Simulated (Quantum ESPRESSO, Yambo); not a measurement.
# Quasiparticle gap of Bi2S2O (P4/nmm) in Yambo, part 2 of 3

How does a plane-wave GW calculation on Bi2S2O (P4/nmm) run from the first input to the gap?

Quantum ESPRESSO 7.5 and Yambo 5.3.0; PBEsol and many-body steps on it, plane waves. Known limits of the many-body steps: not at the basis limit; no spin-orbit coupling; coarse k mesh.

So far. Step 2 (Ground state): The gap is direct, at (0.000, -0.500, 0.000).

## 3. Bands along the symmetry lines

Level of this step: DFT, PBEsol, plane waves, norm-conserving pseudopotentials (Quantum ESPRESSO).

The cheap functional maps the bands first; the places of the edges decide which points the dearer methods must see.

pw.in reads:

```
&control
  calculation = 'bands'
  prefix = 'x'
  outdir = 'o'
  pseudo_dir = 'pseudo'
/
&system
  ibrav = 0
  nat = 10
  ntyp = 3
  ecutwfc = 76.0
  nbnd = 70
  force_symmorphic = .true.
/
&electrons
  conv_thr = 1e-9
  electron_maxstep = 80
  diago_full_acc = .true.
  diago_thr_init = 5e-6
/
ATOMIC_SPECIES
  Bi 208.98 Bi.upf
  S 32.06 S.upf
  O 15.999 O.upf
CELL_PARAMETERS angstrom
  3.9541013900 0.0000000000 0.0000000000
  0.0000000000 3.9541013900 0.0000000000
  0.0000000000 0.0000000000 14.0505795800
ATOMIC_POSITIONS crystal
  Bi 0.0000000000 0.5000000000 0.8664958300
  Bi 0.5000000000 0.0000000000 0.1335041700
  Bi 0.5000000000 0.0000000000 0.5890931400
  Bi 0.0000000000 0.5000000000 0.4109068600
  S 0.5000000000 0.0000000000 0.8943134100
  S 0.0000000000 0.5000000000 0.1056865900
  S 0.0000000000 0.5000000000 0.6874875200
  S 0.5000000000 0.0000000000 0.3125124800
  O 0.0000000000 0.0000000000 0.5000000000
  O 0.5000000000 0.5000000000 0.5000000000
K_POINTS crystal
  75
  0.00000000 0.00000000 0.00000000 1
  0.00000000 0.06250000 0.00000000 1
  0.00000000 0.12500000 0.00000000 1
  0.00000000 0.18750000 0.00000000 1
  0.00000000 0.25000000 0.00000000 1
  0.00000000 0.31250000 0.00000000 1
  0.00000000 0.37500000 0.00000000 1
  0.00000000 0.43750000 0.00000000 1
  0.00000000 0.50000000 0.00000000 1
  0.06250000 0.50000000 0.00000000 1
  0.12500000 0.50000000 0.00000000 1
  0.18750000 0.50000000 0.00000000 1
  0.25000000 0.50000000 0.00000000 1
  0.31250000 0.50000000 0.00000000 1
  0.37500000 0.50000000 0.00000000 1
  0.43750000 0.50000000 0.00000000 1
  0.50000000 0.50000000 0.00000000 1
  0.43750000 0.43750000 0.00000000 1
  0.37500000 0.37500000 0.00000000 1
  0.31250000 0.31250000 0.00000000 1
  0.25000000 0.25000000 0.00000000 1
  0.18750000 0.18750000 0.00000000 1
  0.12500000 0.12500000 0.00000000 1
  0.06250000 0.06250000 0.00000000 1
  0.00000000 0.00000000 0.00000000 1
  0.00000000 0.00000000 0.06250000 1
  0.00000000 0.00000000 0.12500000 1
  0.00000000 0.00000000 0.18750000 1
  0.00000000 0.00000000 0.25000000 1
  0.00000000 0.00000000 0.31250000 1
  0.00000000 0.00000000 0.37500000 1
  0.00000000 0.00000000 0.43750000 1
  0.00000000 0.00000000 0.50000000 1
  0.00000000 0.06250000 0.50000000 1
  0.00000000 0.12500000 0.50000000 1
  0.00000000 0.18750000 0.50000000 1
  0.00000000 0.25000000 0.50000000 1
  0.00000000 0.31250000 0.50000000 1
  0.00000000 0.37500000 0.50000000 1
  0.00000000 0.43750000 0.50000000 1
  0.00000000 0.50000000 0.50000000 1
  0.06250000 0.50000000 0.50000000 1
  0.12500000 0.50000000 0.50000000 1
  0.18750000 0.50000000 0.50000000 1
  0.25000000 0.50000000 0.50000000 1
  0.31250000 0.50000000 0.50000000 1
  0.37500000 0.50000000 0.50000000 1
  0.43750000 0.50000000 0.50000000 1
  0.50000000 0.50000000 0.50000000 1
  0.43750000 0.43750000 0.50000000 1
  0.37500000 0.37500000 0.50000000 1
  0.31250000 0.31250000 0.50000000 1
  0.25000000 0.25000000 0.50000000 1
  0.18750000 0.18750000 0.50000000 1
  0.12500000 0.12500000 0.50000000 1
  0.06250000 0.06250000 0.50000000 1
  0.00000000 0.00000000 0.50000000 1
  0.00000000 0.50000000 0.00000000 1
  0.00000000 0.50000000 0.06250000 1
  0.00000000 0.50000000 0.12500000 1
  0.00000000 0.50000000 0.18750000 1
  0.00000000 0.50000000 0.25000000 1
  0.00000000 0.50000000 0.31250000 1
  0.00000000 0.50000000 0.37500000 1
  0.00000000 0.50000000 0.43750000 1
  0.00000000 0.50000000 0.50000000 1
  0.50000000 0.50000000 0.00000000 1
  0.50000000 0.50000000 0.06250000 1
  0.50000000 0.50000000 0.12500000 1
  0.50000000 0.50000000 0.18750000 1
  0.50000000 0.50000000 0.25000000 1
  0.50000000 0.50000000 0.31250000 1
  0.50000000 0.50000000 0.37500000 1
  0.50000000 0.50000000 0.43750000 1
  0.50000000 0.50000000 0.50000000 1
```

Started as:

```console
$ OMP_NUM_THREADS=1 mpirun -n 4 pw.x -nk 4 -in pw.in > pw.out
```

Output:

```text
[banner, memory and clock lines left out]
Program PWSCF v.7.5 starts

     Atomic positions and unit cell read from directory:
     o/x.save/

     Message from routine setup:
     using ibrav=0 with symmetry is DISCOURAGED, use correct ibrav instead

     G-vector sticks info

     bravais-lattice index     =            0
     lattice parameter (alat)  =       7.4722  a.u.
     unit-cell volume          =    1482.4718 (a.u.)^3
     number of atoms/cell      =           10
     number of atomic types    =            3
     number of electrons       =       128.00
     number of Kohn-Sham states=           70
     kinetic-energy cutoff     =      76.0000  Ry
     charge density cutoff     =     304.0000  Ry
     Exchange-correlation= PBESOL
                           (   1   4  10   8   0   0   0)

     celldm(1)=   7.472169  celldm(2)=   0.000000  celldm(3)=   0.000000
     celldm(4)=   0.000000  celldm(5)=   0.000000  celldm(6)=   0.000000

     crystal axes: (cart. coord. in units of alat)
               a(1) = (   1.000000   0.000000   0.000000 )
               a(2) = (   0.000000   1.000000   0.000000 )
               a(3) = (   0.000000   0.000000   3.553419 )

     reciprocal axes: (cart. coord. in units 2 pi/alat)
               b(1) = (  1.000000  0.000000  0.000000 )
               b(2) = (  0.000000  1.000000  0.000000 )
               b(3) = (  0.000000  0.000000  0.281419 )
     Pseudo is Norm-conserving + core correction, Zval = 23.0
     Generated using ONCVPSP code by D. R. Hamann
     Using radial grid of 1472 points,  6 beta functions with:
     Pseudo is Norm-conserving + core correction, Zval =  6.0
     Generated using ONCVPSP code by D. R. Hamann
     Using radial grid of 1146 points,  6 beta functions with:
     Pseudo is Norm-conserving + core correction, Zval =  6.0
     Generated using ONCVPSP code by D. R. Hamann
     Using radial grid of  936 points,  5 beta functions with:
     Bi               23.00   208.98000     Bi( 1.00)
     S                 6.00    32.06000     S ( 1.00)
     O                 6.00    15.99900     O ( 1.00)

      8 Sym. Ops. (no inversion) found

   Cartesian axes

     site n.     atom                  positions (alat units)
         1        Bi     tau(   1) = (   0.0000000   0.5000000   3.0790229  )
         2        Bi     tau(   2) = (   0.5000000   0.0000000   0.4743963  )
         3        Bi     tau(   3) = (   0.5000000   0.0000000   2.0932948  )
         4        Bi     tau(   4) = (   0.0000000   0.5000000   1.4601243  )
         5        S      tau(   5) = (   0.5000000   0.0000000   3.1778704  )
         6        S      tau(   6) = (   0.0000000   0.5000000   0.3755488  )
         7        S      tau(   7) = (   0.0000000   0.5000000   2.4429313  )
         8        S      tau(   8) = (   0.5000000   0.0000000   1.1104878  )
         9        O      tau(   9) = (   0.0000000   0.0000000   1.7767096  )
        10        O      tau(  10) = (   0.5000000   0.5000000   1.7767096  )

     number of k points=    75
                       cart. coord. in units 2pi/alat
        k(    1) = (   0.0000000   0.0000000   0.0000000), wk =   0.0266667
        k(    2) = (   0.0000000   0.0625000   0.0000000), wk =   0.0266667
        k(    3) = (   0.0000000   0.1250000   0.0000000), wk =   0.0266667
[...]
[... 63 further rows ...]
        k(   74) = (   0.5000000   0.5000000   0.1231209), wk =   0.0266667
        k(   75) = (   0.5000000   0.5000000   0.1407095), wk =   0.0266667

     Dense  grid:   132683 G-vectors     FFT dimensions: (  45,  45, 150)

     The potential is recalculated from file :
     o/x.save/charge-density

     Starting wfcs are   76 randomized atomic wfcs

     Band Structure Calculation

     End of band structure calculation

          k = 0.0000 0.0000 0.0000 ( 16621 PWs)   bands (ev):

  -143.7840-143.7839-143.4767-143.4766 -81.8357 -81.8357 -81.8357 -81.8357
   -81.7719 -81.7719 -81.5166 -81.5164 -81.4981 -81.4981 -81.4980 -81.4980
   -13.1666 -13.1658 -13.1304 -13.1274 -13.1271 -13.1267 -13.0648 -13.0648
   -13.0616 -13.0616 -12.9926 -12.8243 -12.8243 -12.8218 -12.8057 -12.7908
[...]
10.9996  11.7441  13.4408  13.6198  13.6198  13.7672

          k = 0.0000 0.0625 0.0000 ( 16649 PWs)   bands (ev):

  -143.7840-143.7840-143.4767-143.4767 -81.8357 -81.8357 -81.8357 -81.8357
[...]
11.1609  11.8328  13.4235  13.4968  13.5562  13.7649

          k = 0.0000 0.1250 0.0000 ( 16625 PWs)   bands (ev):

  -143.7840-143.7840-143.4767-143.4766 -81.8357 -81.8357 -81.8357 -81.8357
[...]
11.5639  12.0504  13.1751  13.3406  13.3893  13.5662

[...]
k = 0.5000 0.5000 0.1231 ( 16600 PWs)   bands (ev):

  -143.7840-143.7840-143.4767-143.4767 -81.8357 -81.8357 -81.8357 -81.8357
[...]
12.6265  12.6265  13.2983  13.2983  13.5236  13.5236

          k = 0.5000 0.5000 0.1407 ( 16608 PWs)   bands (ev):

  -143.7840-143.7840-143.4767-143.4767 -81.8357 -81.8357 -81.8357 -81.8357
[...]
4.5662   4.5662   4.7060   4.7060   5.8288   5.8288   6.8850   6.8850
     7.1005   7.1005   8.0973   8.0973   8.1343   8.1343   8.5612   8.5612
    12.6353  12.6353  13.2910  13.2910  13.5074  13.5074

     XML data file, pseudopotentials, collected wavefunctions
```

The job ended after 2.3 min (4 MPI ranks of Arm Neoverse V2, shared host; peak memory 0.88 GiB).

Numbers from this step:

| Quantity | Value |
| --- | --- |
| gap | 0.9445 eV |
| k of the valence top | 0, 0.5, 0 |
| k of the conduction bottom | 0, 0.5, 0 |
| least direct gap | 0.9445 eV |

The gap is 0.944 eV, as in the run before at this level.

The electronic bands at the labelled points (eV, zero at the top of the highest filled band):

| point | band 61 | band 62 | band 63 | band 64 | band 65 | band 66 | band 67 | band 68 |
| --- | --- | --- | --- | --- | --- | --- | --- | --- |
| Γ | -0.99 | -0.92 | -0.75 | -0.75 | 1.40 | 2.15 | 3.84 | 4.02 |
| X | -0.47 | -0.47 | 0.00 | 0.00 | 0.94 | 0.94 | 1.50 | 1.50 |
| M | -1.46 | -1.46 | -1.17 | -1.17 | 2.86 | 2.86 | 3.93 | 3.93 |
| Γ | -0.99 | -0.92 | -0.75 | -0.75 | 1.40 | 2.15 | 3.84 | 4.02 |
| Z | -1.10 | -0.90 | -0.73 | -0.73 | 1.51 | 2.27 | 3.78 | 4.11 |
| R | -0.50 | -0.50 | 0.00 | 0.00 | 0.95 | 0.95 | 1.50 | 1.50 |
| A | -1.46 | -1.46 | -1.04 | -1.04 | 3.04 | 3.04 | 3.69 | 3.69 |
| Z | -1.10 | -0.90 | -0.73 | -0.73 | 1.51 | 2.27 | 3.78 | 4.11 |
| jump to X | -0.47 | -0.47 | 0.00 | 0.00 | 0.94 | 0.94 | 1.50 | 1.50 |
| R | -0.50 | -0.50 | 0.00 | 0.00 | 0.95 | 0.95 | 1.50 | 1.50 |
| jump to M | -1.46 | -1.46 | -1.17 | -1.17 | 2.86 | 2.86 | 3.93 | 3.93 |
| A | -1.46 | -1.46 | -1.04 | -1.04 | 3.04 | 3.04 | 3.69 | 3.69 |

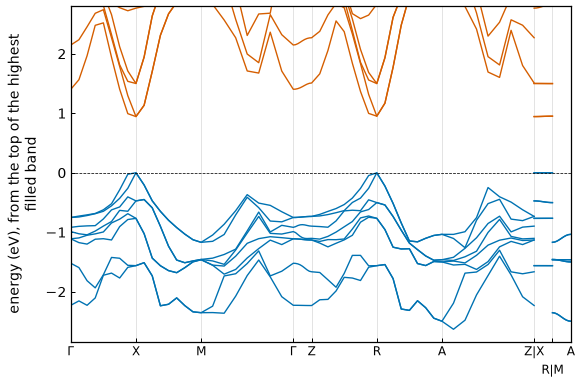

Electronic bands along the path; lines of filled and empty bands in two colours.

## 4. Empty states on the mesh, 4×4×1 mesh, 295 bands

The sums over transitions need many empty states on a uniform mesh; this step solves for them.

pw.in reads:

```
&control
  calculation = 'nscf'
  prefix = 'x'
  outdir = 'o'
  pseudo_dir = 'pseudo'
/
&system
  ibrav = 0
  nat = 10
  ntyp = 3
  ecutwfc = 76.0
  nbnd = 295
  force_symmorphic = .true.
/
&electrons
  conv_thr = 1e-9
  electron_maxstep = 80
  diago_full_acc = .true.
  diago_thr_init = 5e-6
/
ATOMIC_SPECIES
  Bi 208.98 Bi.upf
  S 32.06 S.upf
  O 15.999 O.upf
CELL_PARAMETERS angstrom
  3.9541013900 0.0000000000 0.0000000000
  0.0000000000 3.9541013900 0.0000000000
  0.0000000000 0.0000000000 14.0505795800
ATOMIC_POSITIONS crystal
  Bi 0.0000000000 0.5000000000 0.8664958300
  Bi 0.5000000000 0.0000000000 0.1335041700
  Bi 0.5000000000 0.0000000000 0.5890931400
  Bi 0.0000000000 0.5000000000 0.4109068600
  S 0.5000000000 0.0000000000 0.8943134100
  S 0.0000000000 0.5000000000 0.1056865900
  S 0.0000000000 0.5000000000 0.6874875200
  S 0.5000000000 0.0000000000 0.3125124800
  O 0.0000000000 0.0000000000 0.5000000000
  O 0.5000000000 0.5000000000 0.5000000000
K_POINTS automatic
  4 4 1 0 0 0
```

Output:

```text
[banner, memory and clock lines left out]
Program PWSCF v.7.5 starts

     Atomic positions and unit cell read from directory:
     o/x.save/

     Message from routine setup:
     using ibrav=0 with symmetry is DISCOURAGED, use correct ibrav instead

     G-vector sticks info

     bravais-lattice index     =            0
     lattice parameter (alat)  =       7.4722  a.u.
     unit-cell volume          =    1482.4718 (a.u.)^3
     number of atoms/cell      =           10
     number of atomic types    =            3
     number of electrons       =       128.00
     number of Kohn-Sham states=          295
     kinetic-energy cutoff     =      76.0000  Ry
     charge density cutoff     =     304.0000  Ry
     Exchange-correlation= PBESOL
                           (   1   4  10   8   0   0   0)

     celldm(1)=   7.472169  celldm(2)=   0.000000  celldm(3)=   0.000000
     celldm(4)=   0.000000  celldm(5)=   0.000000  celldm(6)=   0.000000

     crystal axes: (cart. coord. in units of alat)
               a(1) = (   1.000000   0.000000   0.000000 )
               a(2) = (   0.000000   1.000000   0.000000 )
               a(3) = (   0.000000   0.000000   3.553419 )

     reciprocal axes: (cart. coord. in units 2 pi/alat)
               b(1) = (  1.000000  0.000000  0.000000 )
               b(2) = (  0.000000  1.000000  0.000000 )
               b(3) = (  0.000000  0.000000  0.281419 )
     Pseudo is Norm-conserving + core correction, Zval = 23.0
     Generated using ONCVPSP code by D. R. Hamann
     Using radial grid of 1472 points,  6 beta functions with:
     Pseudo is Norm-conserving + core correction, Zval =  6.0
     Generated using ONCVPSP code by D. R. Hamann
     Using radial grid of 1146 points,  6 beta functions with:
     Pseudo is Norm-conserving + core correction, Zval =  6.0
     Generated using ONCVPSP code by D. R. Hamann
     Using radial grid of  936 points,  5 beta functions with:
     Bi               23.00   208.98000     Bi( 1.00)
     S                 6.00    32.06000     S ( 1.00)
     O                 6.00    15.99900     O ( 1.00)

      8 Sym. Ops. (no inversion) found

   Cartesian axes

     site n.     atom                  positions (alat units)
         1        Bi     tau(   1) = (   0.0000000   0.5000000   3.0790229  )
         2        Bi     tau(   2) = (   0.5000000   0.0000000   0.4743963  )
         3        Bi     tau(   3) = (   0.5000000   0.0000000   2.0932948  )
         4        Bi     tau(   4) = (   0.0000000   0.5000000   1.4601243  )
         5        S      tau(   5) = (   0.5000000   0.0000000   3.1778704  )
         6        S      tau(   6) = (   0.0000000   0.5000000   0.3755488  )
         7        S      tau(   7) = (   0.0000000   0.5000000   2.4429313  )
         8        S      tau(   8) = (   0.5000000   0.0000000   1.1104878  )
         9        O      tau(   9) = (   0.0000000   0.0000000   1.7767096  )
        10        O      tau(  10) = (   0.5000000   0.5000000   1.7767096  )

     number of k points=     6
                       cart. coord. in units 2pi/alat
        k(    1) = (   0.0000000   0.0000000   0.0000000), wk =   0.1250000
        k(    2) = (   0.0000000   0.2500000   0.0000000), wk =   0.5000000
        k(    3) = (   0.0000000  -0.5000000   0.0000000), wk =   0.2500000
        k(    4) = (   0.2500000   0.2500000   0.0000000), wk =   0.5000000
        k(    5) = (   0.2500000  -0.5000000   0.0000000), wk =   0.5000000
        k(    6) = (  -0.5000000  -0.5000000   0.0000000), wk =   0.1250000

     Dense  grid:   132683 G-vectors     FFT dimensions: (  45,  45, 150)

     The potential is recalculated from file :
     o/x.save/charge-density

     Starting wfcs are   76 randomized atomic wfcs +  219 random wfcs

     Band Structure Calculation

     End of band structure calculation

          k = 0.0000 0.0000 0.0000 ( 16621 PWs)   bands (ev):

  -143.7840-143.7839-143.4767-143.4766 -81.8357 -81.8357 -81.8357 -81.8357
   -81.7719 -81.7719 -81.5166 -81.5164 -81.4981 -81.4981 -81.4980 -81.4980
   -13.1666 -13.1658 -13.1304 -13.1274 -13.1271 -13.1267 -13.0648 -13.0648
   -13.0616 -13.0616 -12.9926 -12.8243 -12.8243 -12.8218 -12.8057 -12.7908
[...]
[... 25 further rows ...]
[...]
58.7546  58.8263  58.8263  58.8888  59.2478  59.3602  59.7346

          k = 0.0000 0.2500 0.0000 ( 16605 PWs)   bands (ev):

  -143.7840-143.7840-143.4767-143.4766 -81.8357 -81.8357 -81.8357 -81.8357
[...]
[... 25 further rows ...]
[...]
59.6780  59.9335  59.9880  60.2105  60.2283  60.2431  60.4720

          k = 0.0000-0.5000 0.0000 ( 16560 PWs)   bands (ev):

  -143.7840-143.7840-143.4766-143.4766 -81.8358 -81.8358 -81.8357 -81.8357
[...]
13.8087  13.8087  14.4602  14.4603  16.5829  16.5829  17.1740  17.1740
     [... 25 further rows ...]
    59.0817  59.0817  59.2417  59.2418  59.3457  59.3457  60.0478  60.0478
    60.2815  60.2815  60.6528  60.6529  61.1914  61.1915  61.2479

          k = 0.2500 0.2500 0.0000 ( 16593 PWs)   bands (ev):

     [... further k-points ...]

     highest occupied, lowest unoccupied level (ev):     9.5965   10.5410

     XML data file, pseudopotentials, collected wavefunctions
```

It took 2.3 min on 4 MPI ranks; peak memory 2 GiB.

This step gave:

```yaml
gap: 0.9445 eV
k_of_the_valence_top: 0, -0.5, 0
k_of_the_conduction_bottom: 0, -0.5, 0
least_direct_gap: 0.9445 eV
k_points_computed: 6
lowest_point_of_the_top_converged_band_above_the_valence_top: 50.1380 eV
```

On this mesh the gap is 0.944 eV.

[end of part 2 of 3]

[Paths, hosts, dates, memory and timing lines, banners, echoed tables and standing remarks are left out of the program output.]

[Logs are printed without paths, hosts, clocks, repeated set-up lines and the standing remarks that a program may print on its own settings, such as how far it seeks lower states.]

[Runs of the session that timed out or met a known fault of the program may be left out.]

[Hosts, paths, dates, database ids (printed as entryN), source tags and the programs' standing remarks are cut or masked in the printed files.]
